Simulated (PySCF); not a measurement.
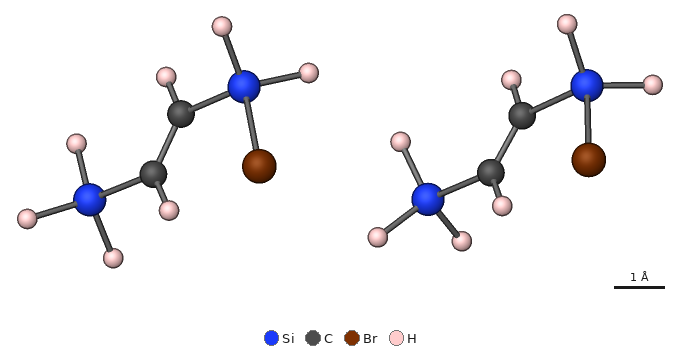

Two geometries of C₂H₇BrSi₂, drawn at one scale. One is the start of a relaxation, the other its converged end. A ball-and-stick model, seen from a free direction.

Method: PySCF 2.14.0, density-fitted response routines, PBE0-D3(BJ)/def2-SVP geometry optimisation, gas phase. 

Question: Which geometry has the lower energy?

Answer: The left one is the relaxed one. The start comes from GFN2-xTB. Its atoms were then displaced at random by about 0.01 Å. After 12 geometry steps the energy has fallen by 19.0 kJ/mol. The atom that moves furthest after the best rigid fit is an H atom (0.44 Å). Largest moves by element: H 0.44 Å, Br 0.27 Å, C 0.07 Å, Si 0.07 Å. Among the contacts that change: C–Si 1.927 → 1.868 Å, H–Si 1.443 → 1.495 Å, C–H 1.064 → 1.100 Å, H–Si 1.463 → 1.494 Å. Among the angles between lasting bonds that change: H–Si–H 114.1° → 108.9°, C–Si–Br 106.5° → 109.3°, C–Si–H 107.7° → 110.5°. Groups turn about C–Si by about 25°.
